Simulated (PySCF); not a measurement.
SnO (charge −1, doublet)

```xyz
2

Sn    0.0000    0.0000   -0.2219
O     0.0000    0.0000    1.6631
```

Core potentials replace the inner electrons of Sn.

The calculation used PBE0/def2-TZVPPD, non-relativistic Hamiltonian with scalar-relativistic core potentials where named, at a bond length of 1.885 Å (PySCF 2.14.0).

> What will maps of the electron density, electron localisation function and spin density show?

Sn–O (1.88 Å): ρ at the midpoint is about 1 e/Å³; the ELF peaks at about 0.85 in the valence shell of O, 0.6 Å from its nucleus, and drops to about 0.15 between the two atoms.
The unpaired spin (1 electron) lies mostly on Sn1 (about 0.9) and O2 (about 0.1), in electrons by Hirshfeld's partition.

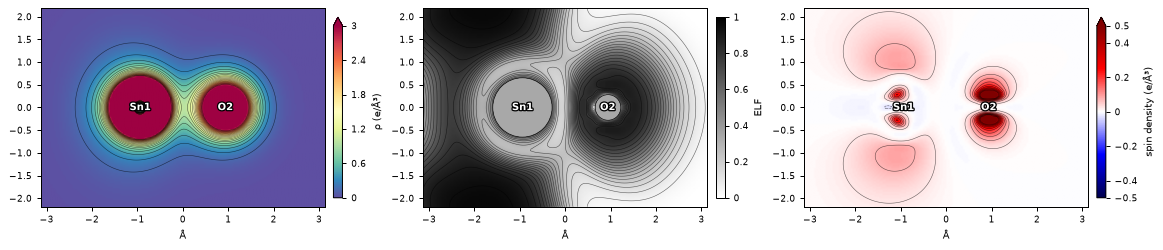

Computed electron density, electron localisation function and spin density on a plane that holds the molecular axis, in this order. Grey discs cover the atomic cores in the ELF map. 
